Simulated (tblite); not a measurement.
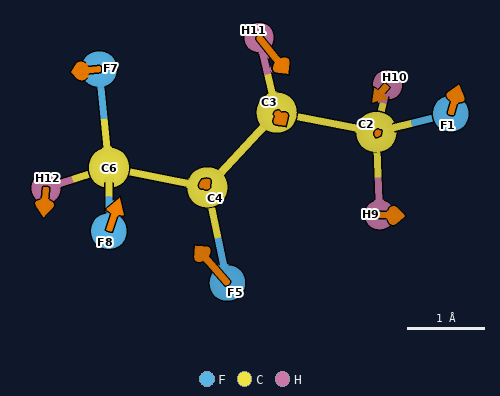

A relaxation of C4H4F4. The starting structure is drawn; orange arrows show the displacements, at their true length. The two geometries are superimposed by the best rigid fit.

The picture is a ball-and-stick view, seen at a tilt.

Method: tblite, GFN2-xTB geometry optimisation, gas phase. 

### What happened in the run?

Over 65 geometry steps the energy falls by 45.5 kJ/mol. The largest move after the best rigid fit is that of F5, 0.94 Å. Largest moves by element: F 0.94 Å, H 0.89 Å, C 0.31 Å. Near-neighbour distances that change, for instance: C6–F8 1.398 → 1.355 Å, C2–H9 1.139 → 1.096 Å, C4–C6 1.471 → 1.506 Å, C4–F5 1.383 → 1.351 Å. Bond angles that change, for instance: F5–C4–C6 119.8° → 113.2°, C4–C6–F8 105.3° → 110.9°, C3–C4–C6 120.4° → 125.3°. Groups turn about C4–C6 by about 55°, C2–C3 by about 55°. The run took 0.5 s on 1 thread of Arm Neoverse N1, on a shared host.
